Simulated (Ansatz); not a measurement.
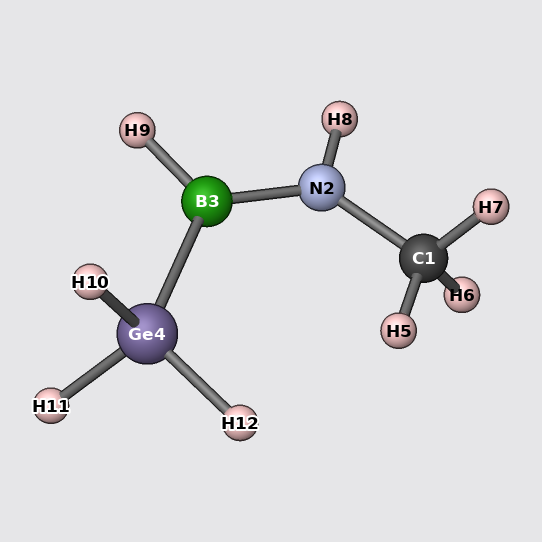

The questions are on Mulliken charges. The geometry was computed by an optimisation with PBE0-D4/def2-TZVP. No frequency run is at hand to confirm it as a minimum. Level of theory: RKS ωB97M-V/def2-TZVPP (Ansatz 0.2.0).

> Which atom carries the highest charge (most positive or least negative)?

H6, H7, H8 (0.12 e).

> And the lowest?

C1 (−0.22 e).

List the Mulliken charges.

```json
{"atom": "C1", "value (e)": "−0.22"}
{"atom": "N2", "value (e)": "−0.12"}
{"atom": "B3", "value (e)": "−0.05"}
{"atom": "Ge4", "value (e)": "−0.13"}
{"atom": "H5", "value (e)": "0.11"}
{"atom": "H6", "value (e)": "0.12"}
{"atom": "H7", "value (e)": "0.12"}
{"atom": "H8", "value (e)": "0.12"}
{"atom": "H9", "value (e)": "0.06"}
{"atom": "H10", "value (e)": "−0.01"}
{"atom": "H11", "value (e)": "−0.01"}
{"atom": "H12", "value (e)": "−0.01"}
```

Mulliken values depend strongly on the basis set and can even reverse the polarity of a bond.
